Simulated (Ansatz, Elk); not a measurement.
# How far do independent atoms describe Zn2PBr?

Structure refinements treat a crystal as free atoms side by side. For a made-up structure of Zn2PBr (cell and positions from a r2SCAN relaxation) the runs below show what the calculated density changes in F(hkl).

Program: Elk 11.2.3 (patched build). Level of theory: DFT, PBE, all-electron APW+lo, Dirac cores, scalar-relativistic bands, static density, no spin. Results are calculated unless marked as measured.

The structure was built from a prototype and need not be the compound's stable phase.

## (1) The starting structure

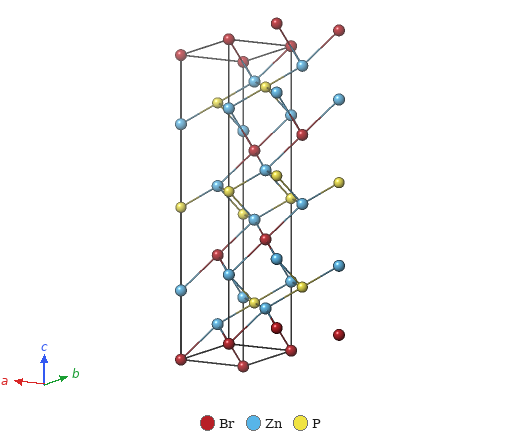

The starting structure, seen from a free direction (bromine red, zinc blue, phosphorus yellow). 1×2×1 cells are drawn. This picture shows the conventional cell, with its axes. Bonds to atoms that aren't drawn are left out. Some periodic images of atoms are drawn too.

## (2) Ground state and structure factors

An all-electron density is needed, since X-rays see the cores too. Task 0 finds the density and task 195 Fourier-transforms it; tshift is off so that phases refer to the origin typed.

Input file elk.in:

```
tasks
  0
  195

xctype
  20

spinpol
  .false.

rgkmax
  7.0

gmaxvr
  14.0

lmaxo
  7

lmaxapw
  8

swidth
  0.002

tshift
  .false.

ramdisk
  .false.

hmaxvr
  5.5

maxscl
  120

epspot
  1e-06

sppath
  './'

avec
  3.56021522920 2.05549122126 11.85311686196
  -3.56021522920 2.05549122126 11.85311686196
  0.00000000000 -4.11098244159 11.85311686212

atoms
  3
  'Br.in'
  1
  -0.0000000000 -0.0000000000 -0.0000000000   0.000000 0.000000 0.000000
  'Zn.in'
  2
  0.7731000918 0.7731000918 0.7731000918   0.000000 0.000000 0.000000
  0.2268999082 0.2268999082 0.2268999082   0.000000 0.000000 0.000000
  'P.in'
  1
  0.5000000000 0.5000000000 0.5000000000   0.000000 0.000000 0.000000

ngridk
  7 7 7
```

Run with:

```sh
OMP_NUM_THREADS=4 elk
```

Numbers of over 12 decimals in the logs are rounded to 6 here.

Output:

```text
┌─────────────────────────┐
│ Elk code version 11.2.3 │
└─────────────────────────┘

All units are atomic (Hartree, Bohr, etc.)

┌─────────────────────────────────────────────────┐
│ Ground-state run starting from atomic densities │
└─────────────────────────────────────────────────┘

Lattice vectors :
   3.560215229       2.055491221       11.85311686
  -3.560215229       2.055491221       11.85311686
   0.000000000      -4.110982442       11.85311686

Reciprocal lattice vectors :
  0.8824164977      0.5094634025      0.1766957271
 -0.8824164977      0.5094634025      0.1766957271
  0.1788784323E-16  -1.018926805      0.1766957271

Unit cell volume      :    520.4460257
Brillouin zone volume :   0.4766108323

Muffin-tin inner radius fraction :   0.1000000000E-01

Nuclei treated as point charges

Species : 1 (Br)
 parameters loaded from : Br.in
 name : bromine
 nuclear charge    :   -35.00000000
 electronic charge :    35.00000000
 atomic mass :    145656.0816
 muffin-tin radius :    2.400000000
 number of radial points in muffin-tin :    993
 inner part over the whole radius :   0.9934012010E-02
 number on inner part of muffin-tin    :    703
 approximate nuclear radius :   0.7858070945E-04
 number of mesh points to nuclear radius :    344
 atomic positions (lattice), magnetic fields (Cartesian) :
  1 :   0.00000000  0.00000000  0.00000000    0.00000000  0.00000000  0.00000000

Species : 2 (Zn)
 parameters loaded from : Zn.in
 name : zinc
 nuclear charge    :   -30.00000000
 electronic charge :    30.00000000
 atomic mass :    119233.3130
 muffin-tin radius :    2.392426849
 number of radial points in muffin-tin :    993
 inner part over the whole radius :   0.9853002300E-02
 number on inner part of muffin-tin    :    701
 approximate nuclear radius :   0.7484757725E-04
 number of mesh points to nuclear radius :    337
 atomic positions (lattice), magnetic fields (Cartesian) :
  1 :  -0.22689991 -0.22689991 -0.22689991    0.00000000  0.00000000  0.00000000
  2 :   0.22689991  0.22689991  0.22689991    0.00000000  0.00000000  0.00000000

Species : 3 (P)
 parameters loaded from : P.in
 name : phosphorus
 nuclear charge    :   -15.00000000
 electronic charge :    15.00000000
 atomic mass :    56461.71230
 muffin-tin radius :    2.193057945
 number of radial points in muffin-tin :    793
 inner part over the whole radius :   0.9996870262E-02
 number on inner part of muffin-tin    :    554
 approximate nuclear radius :   0.6081821256E-04
 number of mesh points to nuclear radius :    248
 atomic positions (lattice), magnetic fields (Cartesian) :
  1 :   0.50000000  0.50000000  0.50000000    0.00000000  0.00000000  0.00000000

Total number of atoms per unit cell :    4
Total muffin-tin volume :    216.8059837
 ratio of muffin-tin to unit cell volume :   0.4165772684

Spin treatment :
 spin-unpolarised

Number of Bravais lattice symmetries :   12
Number of crystal symmetries         :   12
Crystal has inversion symmetry
Real symmetric eigensolver will be used

k-point grid :      7     7     7
k-point offset :    0.000000000       0.000000000       0.000000000
k-point set is reduced with full crystal symmetry group
Total number of k-points :       44

Muffin-tin radius times maximum |G+k| :    7.000000000
 using average radius
Maximum |G+k| for APW functions       :    2.985739370
Maximum (1/2)|G+k|²                   :    4.457319792
Maximum |G| for potential and density :    14.00000000
Constant for pseudocharge density :    8
 order of it for each species :   15  15  15
 order of it for pair densities of each species (exact exchange by exxq0 0: 16) :   10  10   8
Radial integration step length :    1

G-vector grid sizes :     56    56    56
Number of G-vectors :    24095

Maximum angular momentum used for
 APW functions            :    8
 outer part of muffin-tin :    7
 inner part of muffin-tin :    2

Total nuclear charge    :   -110.0000000
Total core charge       :    52.00000000
Total valence charge    :    58.00000000
[...]
correlation                 :     -5.214343
 electron entropic           :    -0.19711368314145E-03
 total energy                :     -6541.9415355802

Density of states at Fermi energy :    16.47507872
 (states/Hartree/unit cell)

Estimated indirect band gap :   0.3219824170E-02
 from k-point 1 to k-point 15
Estimated direct band gap   :   0.3262542678E-01
 at k-point 15

Charges :
 core                        :    52.00000000
 valence                     :    58.00000000
 interstitial                :    5.549588595
 muffin-tins (core leakage)
  species : 1 (Br)
   atom 1                    :    33.47573952     (  0.2264190184E-04)
  species : 2 (Zn)
   atom 1                    :    28.62663261     (  0.8813729931E-04)
[...]
species : 3 (P)
[...]
total in muffin-tins        :    104.4504114
 total calculated charge     :    109.9990084
 total charge                :    110.0000000
 error                       :   0.9915864154E-03

RMS change in Kohn-Sham potential (target) :   0.3047430218     (  0.1000000000E-05)
Absolute change in total energy (target)   :   0.2448048135     (  0.1000000000E-03)

[... loops 3 to 14 left out ...]

┌──────────────────┐
│ Loop number : 15 │
└──────────────────┘

Energies :
 Fermi                       :     0.177585
 sum of occupied eigenvalues :     -3761.1931552445
 electron kinetic            :      6674.1001087800
 core electron kinetic       :      6001.5393607527
 Coulomb                     :     -12956.243391314
 Coulomb potential           :     -10098.798773478
 nuclear-nuclear             :     -885.05026365545
 electron-nuclear            :     -14063.371108709
 Hartree                     :      1992.1779810503
 Madelung                    :     -7906.8440045752
 xc potential                :     -336.49449054600
 exchange                    :     -253.63859361299
 correlation                 :     -5.219089
 electron entropic           :    -0.32036461079877E-03
 total energy                :     -6541.0012854087

Density of states at Fermi energy :    25.38060104
 (states/Hartree/unit cell)

Estimated indirect band gap :   0.3817705917E-02
 from k-point 44 to k-point 34
Estimated direct band gap   :   0.3876455741E-01
 at k-point 34

Charges :
 core                        :    52.00000000
 valence                     :    58.00000000
 interstitial                :    5.516282130
 muffin-tins (core leakage)
  species : 1 (Br)
[...]
species : 2 (Zn)
[...]
species : 3 (P)
[...]
total in muffin-tins        :    104.4837179
 total calculated charge     :    109.9990097
 total charge                :    110.0000000
 error                       :   0.9902887687E-03

RMS change in Kohn-Sham potential (target) :   0.2091613417E-06 (  0.1000000000E-05)
Absolute change in total energy (target)   :   0.6728736025E-04 (  0.1000000000E-03)

Convergence targets achieved

┌──────────────────┐
│ Loop number : 16 │
└──────────────────┘

Energies :
 Fermi                       :     0.177585
 sum of occupied eigenvalues :     -3761.1931405186
 electron kinetic            :      6674.1001197277
 core electron kinetic       :      6001.5393683578
 Coulomb                     :     -12956.243390222
 Coulomb potential           :     -10098.798774243
 nuclear-nuclear             :     -885.05026365545
 electron-nuclear            :     -14063.371105107
 Hartree                     :      1992.1779785399
 Madelung                    :     -7906.8440031004
 xc potential                :     -336.49448600285
 exchange                    :     -253.63859348996
 correlation                 :     -5.219089
 electron entropic           :    -0.32036460965318E-03
 total energy                :     -6541.0012732453

Density of states at Fermi energy :    25.38059998
 (states/Hartree/unit cell)

Estimated indirect band gap :   0.3817705232E-02
 from k-point 44 to k-point 34
Estimated direct band gap   :   0.3876454107E-01
 at k-point 34

Charges :
 core                        :    52.00000000
 valence                     :    58.00000000
 interstitial                :    5.516281801
 muffin-tins (core leakage)
  species : 1 (Br)
[...]
species : 2 (Zn)
   atom 1                    :    28.81782859     (  0.8448427655E-04)
   atom 2                    :    28.81782859     (  0.8448427655E-04)
  species : 3 (P)
   atom 1                    :    13.37626321     (  0.3260302449E-03)
 total in muffin-tins        :    104.4837182
 total calculated charge     :    109.9990097
 total charge                :    110.0000000
 error                       :   0.9902891671E-03

┌──────────────────────────────┐
│ Self-consistent loop stopped │
└──────────────────────────────┘

Warning : core states of species 3 leak from the muffin-tin :   0.3260302449E-03

Wrote STATE.OUT
```

Run time: 28 s. Hardware: 4 threads of Intel Xeon Platinum 8375C at 2.90GHz (Ice Lake), shared host; peak memory 0.18 GiB; 76 s of CPU time.

SFACRHO.OUT:

```text

h k l indices transformed by vhmat matrix:
   1.000000000       0.000000000       0.000000000    
   0.000000000       1.000000000       0.000000000    
   0.000000000       0.000000000       1.000000000    

      h      k      l  multipl.   |H|            Re(F)            Im(F)           |F|

      0      0      0      1   0.0000000       110.00000      0.62296951E-16   110.00000    
     -1     -1     -1      2  0.53008718      -4.6510835     -0.51524246E-14   4.6510835    
      1      0      0      6   1.0341340       25.725546      0.95818621E-14   25.725546    
      2      2      2      2   1.0601744       8.3156417     -0.72682358E-13   8.3156417    
      0     -1     -1      6   1.0784699      -7.8556746      0.20818499E-13   7.8556746    
     -2     -1     -1      6   1.2400621       80.322015      0.85844629E-14   80.322015    
      2      1      2      6   1.3486090       49.318585      0.49436371E-13   49.318585    
      3      3      3      2   1.5902615       60.494045      0.12213875E-12   60.494045    
      3      2      2      6   1.6025166      -22.030597     -0.23443134E-13   22.030597    
     -2     -3     -3      6   1.7425212       51.626616      0.27311643E-13   51.626616    
      1      0     -1      6   1.7648330       77.584374     -0.42759929E-15   77.584374    
     -2      0     -1     12   1.8427230      -2.2524714     -0.11964448E-13   2.2524714    
      3      4      3      6   2.0396936       27.220900     -0.52465196E-13   27.220900    
      1     -1     -1      6   2.0454996       21.034652     -0.83515604E-14   21.034652    
      1      2      3     12   2.0587873       5.7868161     -0.60252939E-13   5.7868161    
      0      0      2      6   2.0682681      -6.9167676     -0.17175463E-13   6.9167676    
     -4     -4     -4      2   2.1203487       24.644080      0.83280357E-13   24.644080    
      2      0      2      6   2.1569398       64.281897     -0.63615795E-14   64.281897
```

Elk indexes on the primitive cell of elk.in and gives |H| = 4π sin θ/λ in inverse bohr. Below, one row stands for each form hkl of the conventional cell (m members, Friedel mates merged), F is for one primitive cell and the density is static (no thermal factor). Free-atom factors are Waasmaier and Kirfel's, and R is Σm||F|−|F'||/Σm|F|.

```
   hkl   m  sin θ/λ (Å⁻¹)  abs F, DFT  neutral atoms   diff.
   003   2          0.080       4.651          4.556  +0.095
   101   6          0.155      25.726         25.851  -0.125
   006   2          0.159       8.316          7.801  +0.514
   012   6          0.162       7.856          8.393  -0.537
   104   6          0.186      80.322         80.430  -0.108
   015   6          0.203      49.319         49.445  -0.127
   009   2          0.239      60.494         60.713  -0.219
   107   6          0.241      22.031         22.254  -0.223
   018   6          0.262      51.627         51.914  -0.287
   110   6          0.265      77.584         78.047  -0.463
   113  12          0.277       2.252          2.418  -0.166
1 0 10   6          0.307      27.221         27.274  -0.053
   021   6          0.308      21.035         21.030  +0.005
   116  12          0.310       5.787          5.749  +0.038
   202   6          0.311       6.917          7.029  -0.113
0 0 12   2          0.319      24.644         24.788  -0.144
   024   6          0.324      64.282         64.643  -0.361
0 1 11   6          0.330      24.512         24.726  -0.213
   205   6          0.334      40.395         40.543  -0.148
   119  12          0.357      50.248         50.388  -0.139
   027   6          0.358      17.626         17.767  -0.141
   208   6          0.373      43.964         43.979  -0.015
```

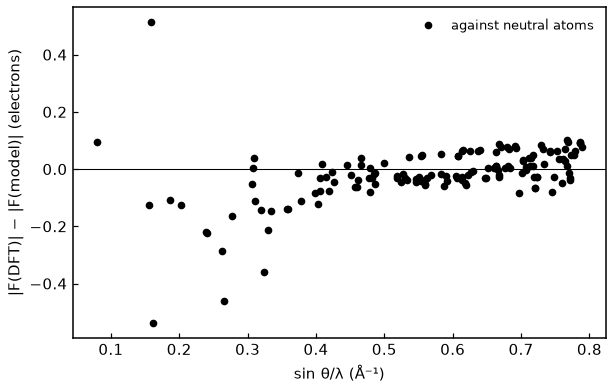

Difference between the calculated structure factors and the independent-atom ones.

## (3) The highest occupied states alone

An energy window below the Fermi level keeps the highest occupied states, to see at which angles they scatter; shallow core shells can lie inside it and anion s states outside. No new self-consistency is needed.

elk.in: that of step 2 with these lines changed.

```diff
@@ -1,3 +1,2 @@
 tasks
-  0
   195
@@ -40,2 +39,5 @@
 
+wsfac
+  -0.373650 0.477590
+
 sppath
```

Run with:

```sh
OMP_NUM_THREADS=4 elk
```

Output:

```text
┌─────────────────────────────────┐
│ Elk code version 11.2.3 started │
└─────────────────────────────────┘

Info(readinput): the functional depends on the density's gradient
 muffin-tin radial points multiplied by    2.00000
 (not where nrmtscf is given)

┌────────────────────┐
│ Current task : 195 │
└────────────────────┘
Info(checkmt): changed muffin-tin radius of species 2 (Zn) from   2.4000 to   2.3924
Info(checkmt): changed muffin-tin radius of species 3 (P) from   2.2000 to   2.1931

Info(sfacrho): density structure factors written to SFACRHO.OUT

 Energy window :  -0.3736500000      0.4775900000

┌──────────────────┐
│ Elk code stopped │
└──────────────────┘
```

Elapsed: 6.2 s, on 4 threads; peak memory 0.16 GiB; 8.7 s of CPU time.

States within 15 eV below the Fermi level hold 35.22 electrons; any levels below the window count with the cores, and a count that is not whole means the window cuts a band. Their amplitudes can exceed the total, where window and core parts have opposite phase:

```
hkl  sin θ/λ (Å⁻¹)  abs F, window  abs F, all
003          0.080          8.081       4.651
101          0.155          3.241      25.726
006          0.159          6.235       8.316
012          0.162         11.672       7.856
104          0.186         16.367      80.322
015          0.203         10.505      49.319
009          0.239         13.228      60.494
107          0.241         10.932      22.031
018          0.262          5.492      51.627
110          0.265         12.723      77.584
```

[end of part 1 of 2]

[Logs are printed without paths, hosts, clocks, repeated set-up lines and the standing remarks that a program may print on its own settings, such as how far it seeks lower states.]

[Hosts, paths, dates, database ids (printed as entryN), source tags and the programs' standing remarks are cut or masked in the printed files.]
